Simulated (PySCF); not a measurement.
## Run report: Os, atomic calculation

Os, configuration 1s2 2s2 2p6 3s2 3p6 3d10 4s2 4p6 4d10 4f14 5s2 5p6 5d6 6s2, multiplicity 5. Computed at this level: unrestricted PBE0, cc-pVTZ-PP with ECP60, scalar-relativistic core potential (PySCF).

### Results in brief

- outcome: converged
- total energy (valence electrons, under a core potential): −90.776337 hartree
- ⟨S²⟩: 6.012
- ⟨L²⟩: 6.02
- SCF iterations: 10
- hardware: 1 thread of Arm Neoverse V1, 23 GiB of memory available, shared host
- wall time: 1.6 s

### Input file
```python
from pyscf import gto, scf, dft, mp, cc
import basis_set_exchange as bse
txt = bse.get_basis("cc-pVTZ-PP", elements=["Os"], fmt="nwchem", header=False)
cut = txt.index("\nECP")
mol = gto.M(atom="Os 0 0 0", charge=0, spin=4, symmetry="D2h",
            basis=gto.basis.parse(txt[:cut]),
            ecp={"Os": gto.basis.parse_ecp(txt[cut:])})
mf = dft.UKS(mol, xc="PBE0")
mf.irrep_nelec = {'Ag': (4, 2), 'B1g': (1, 1), 'B2g': (1, 0), 'B3g': (1, 0), 'B1u': (1, 1), 'B2u': (1, 1), 'B3u': (1, 1)}
mf.kernel()
```

The script is an equivalent of what the driver set up; the driver started from orbitals of its own, so the log can be shorter than this script's would be, and it computed the properties (radii, ⟨L²⟩, response) afterwards. It held the occupations shell by shell, which the script's counts by irreducible representation don't always enforce.

The run was one of a batch that the task file lists, launched with:
```bash
OMP_NUM_THREADS=1 python <driver script> TASK.json OUT
```

### Log (extracts)
```
damping factor = 0
level_shift factor = 0
DIIS = <class 'pyscf.scf.diis.CDIIS'>
diis_start_cycle = 1
diis_space = 10
diis_damp = 0
SCF conv_tol = 1e-09
SCF conv_tol_grad = None
number electrons alpha = 10  beta = 6
XC functionals = PBE0
    C. Adamo and V. Barone.,  J. Chem. Phys. 110, 6158 (1999)
    M. Ernzerhof and G. E. Scuseria.,  J. Chem. Phys. 110, 5029 (1999)
cycle= 1 E= -90.7760913576248  delta_E= -0.00944  |g|= 0.019  |ddm|= 0.139
cycle= 2 E= -90.7763196985534  delta_E= -0.000228  |g|= 0.00411  |ddm|= 0.0264
cycle= 3 E= -90.7763294314206  delta_E= -9.73e-06  |g|= 0.000739  |ddm|= 0.00492
cycle= 4 E= -90.7763311608165  delta_E= -1.73e-06  |g|= 0.000521  |ddm|= 0.0033
cycle= 5 E= -90.7763318215401  delta_E= -6.61e-07  |g|= 0.000313  |ddm|= 0.00164
cycle= 6 E= -90.7763327829826  delta_E= -9.61e-07  |g|= 0.000276  |ddm|= 0.0028
cycle= 7 E= -90.7763368972176  delta_E= -4.11e-06  |g|= 7.85e-05  |ddm|= 0.0207
cycle= 8 E= -90.7763370955999  delta_E= -1.98e-07  |g|= 1.78e-05  |ddm|= 0.00432
cycle= 9 E= -90.7763371098013  delta_E= -1.42e-08  |g|= 9.14e-06  |ddm|= 0.00153
cycle= 10 E= -90.7763371098434  delta_E= -4.21e-11  |g|= 1.32e-07  |ddm|= 1.31e-05
converged SCF energy = -90.7763371098434  <S^2> = 6.0115018  2S+1 = 5.0045986
```

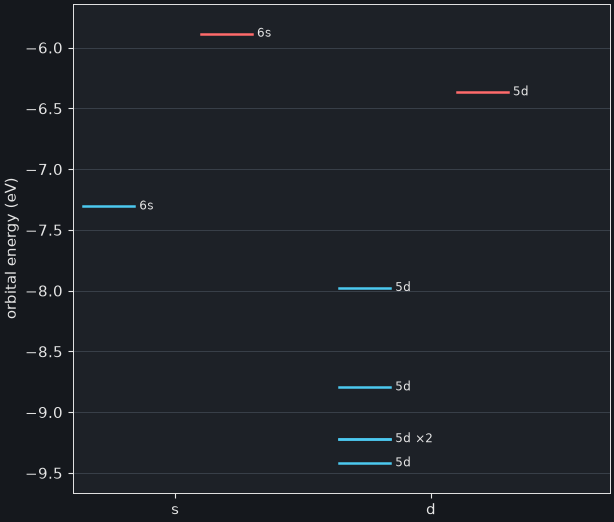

Figure 1. Orbital energies of the mean field, from the top down to −9.42 eV, by angular momentum, α spin at the left of each column and β at the right; ×n counts the orbitals under one label. The highest filled orbital is 6s β at −5.89 eV, the lowest empty one d β at −3.16 eV.
